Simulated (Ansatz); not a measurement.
## Run report: GeSiNH₇, frequency calculation

- system: GeSiNH₇, SMILES [SiH3][NH][GeH3]
- method: HF/3-21G, RHF (Ansatz 0.2.0)

The geometry was optimised with HF/3-21G. Figures and captions count atoms from 1; the log counts them from 0 in places.

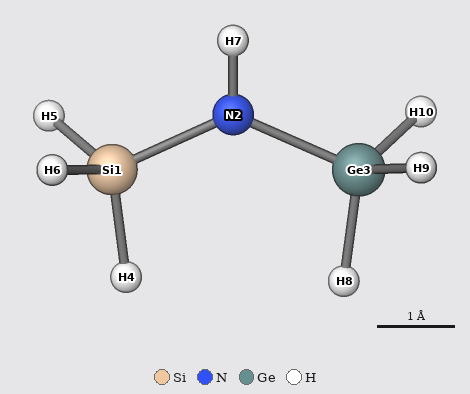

**Figure 1.** The input geometry (ball-and-stick view, seen at a tilt; atoms are numbered from 1 in the order of the input). Sticks mark near contacts.

## Input
```yaml
crystal:
  periodic: [false, false, false]
  atoms:
    - symbol: Si
      position_ang: [-1.160514, 0.514550, -0.983786]
    - symbol: N
      position_ang: [0.401828, 0.465869, -0.191055]
    - symbol: Ge
      position_ang: [1.046714, -0.682111, 1.051068]
    - symbol: H
      position_ang: [-1.961400, -0.636369, -0.490812]
    - symbol: H
      position_ang: [-1.048853, 0.406947, -2.466535]
    - symbol: H
      position_ang: [-1.915573, 1.766599, -0.691889]
    - symbol: H
      position_ang: [1.042533, 1.191928, -0.469280]
    - symbol: H
      position_ang: [-0.047741, -1.729306, 1.319834]
    - symbol: H
      position_ang: [1.398805, 0.041315, 2.371080]
    - symbol: H
      position_ang: [2.327401, -1.390722, 0.554175]
basis:
  gaussian:
    orbitals: 3-21G.json
magnetization:
  spin_polarized: false
  initial_magnetization: 0
hamiltonian:
  xc: hf
phonons:
  temperatures: {t_min: 298.15, t_max: 298.15, t_step: 1}
```

Run on 1 thread of Arm Neoverse V2, 24 GiB of memory available, shared host.

Run as:
```bash
ansatz run in.yaml --threads 1 --pin off --max-ram 3480MiB --events-out events.jsonl --progress --plain --runs-dir runs
```

## Output
```
Functional definition: HF
  name "HF"
  exchange = exact_x
  correlation = 0
659 factors; integrals over basis functions are off by at most 2.8e-4 eV
mean field evaluation 1: about -65604.4410 eV, gradient 2.7e1 eV
mean field evaluation 2: about -65604.4512 eV, gradient 2.7e1 eV
mean field evaluation 4: about -65606.1164 eV, gradient 2.1e0 eV
mean field evaluation 8: about -65606.1302 eV, gradient 9.1e-5 eV
mean field -65606.13022973 eV, -2410.9808165103 hartree, gradient 8.3e-6 eV, S^2 0.000000; 0 other end points of the search recorded, 0 dependent functions left out
the calculation of the forces begins
reference -65606.13022973 eV, -2410.9808165103 hartree; 30, 30 occupied and 29, 29 virtual orbitals, 659 factors
these checks for a lower state are left out or cut short: stability, starts, cluster_reference, orbital_swaps, neighbouring_geometries, increment
659 factors; integrals over basis functions are off by at most 2.8e-4 eV
mean field evaluation 16: about -65606.1301 eV, gradient 2.4e-5 eV
mean field -65606.13010993 eV, -2410.9808121077 hartree, gradient 1.5e-6 eV, S^2 0.000000; 0 other end points of the search recorded, 0 dependent functions left out
[... from here on the field's lines of each further geometry are left out, up to the last ...]
the calculation of the forces begins
reference -65606.13021830 eV, -2410.9808160904 hartree; 30, 30 occupied and 29, 29 virtual orbitals, 659 factors
these checks for a lower state are left out or cut short: stability, starts, cluster_reference, orbital_swaps, neighbouring_geometries, increment
659 factors; integrals over basis functions are off by at most 2.8e-4 eV
mean field -65606.13021659 eV, -2410.9808160274 hartree, gradient 1.6e-6 eV, S^2 0.000000; 0 other end points of the search recorded, 0 dependent functions left out
the calculation of the forces begins
reference -65606.13021659 eV, -2410.9808160274 hartree; 30, 30 occupied and 29, 29 virtual orbitals, 659 factors
Total energy: -65606.13022973 eV, -2410.9808165103 hartree
Atom 0 at    -1.160514     0.514550    -0.983786 Å, force     0.001256     0.000586     0.000617 eV/Å
Atom 1 at     0.401828     0.465869    -0.191055 Å, force     0.000590    -0.000138    -0.000457 eV/Å
Atom 2 at     1.046714    -0.682111     1.051068 Å, force    -0.000461     0.000293    -0.000572 eV/Å
Atom 3 at    -1.961400    -0.636369    -0.490812 Å, force     0.000071     0.000149    -0.000083 eV/Å
Atom 4 at    -1.048853     0.406947    -2.466535 Å, force    -0.000028     0.000012     0.000463 eV/Å
Atom 5 at    -1.915573     1.766599    -0.691889 Å, force     0.000255    -0.000446    -0.000192 eV/Å
Atom 6 at     1.042533     1.191928    -0.469280 Å, force    -0.001613    -0.000831     0.000263 eV/Å
Atom 7 at    -0.047741    -1.729306     1.319834 Å, force     0.000137     0.000244     0.000064 eV/Å
Atom 8 at     1.398805     0.041315     2.371080 Å, force     0.000076    -0.000349    -0.000443 eV/Å
Atom 9 at     2.327401    -1.390722     0.554175 Å, force    -0.000282     0.000479     0.000339 eV/Å
Dipole moment:     0.145772     0.110780    -0.019018 e Å
Vibrations: 12.50 56.01 224.20 495.73 569.87 647.17 706.24 835.27 853.35 932.94 948.13 981.01 1003.43 1036.11 1057.43 1096.47 1384.50 2100.23 2130.28 2163.00 2242.26 2265.15 2288.92 3700.88 cm⁻¹, zero-point energy 1.843091 eV
```

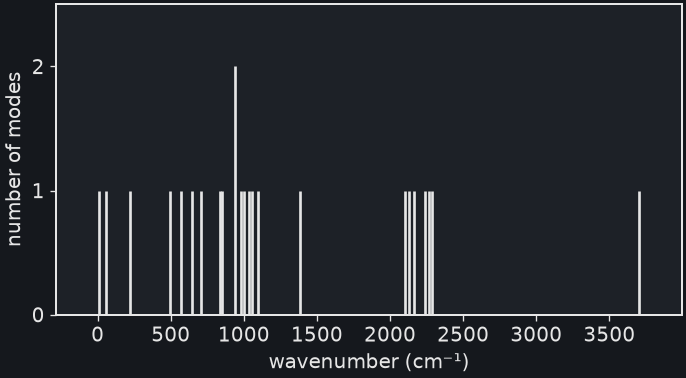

**Figure 2.** Harmonic vibrational wavenumbers from the force constants; neighbouring modes closer than 17 cm⁻¹ are counted in one stick. 24 modes from 12 to 3701 cm⁻¹, none imaginary.

## Summary

```json
{"quantity": "outcome", "value": "converged"}
{"quantity": "total energy", "value": "−2410.980817 hartree"}
{"quantity": "basis functions", "value": "59"}
{"quantity": "largest force", "value": "0.002 eV/Å"}
{"quantity": "zero-point energy", "value": "0.067732 hartree"}
{"quantity": "dipole moment", "value": "0.88 D"}
{"quantity": "wavenumbers, lowest and highest", "value": "12 and 3701 cm⁻¹"}
{"quantity": "wall time", "value": "31 s"}
{"quantity": "peak memory", "value": "0.12 GiB"}
```
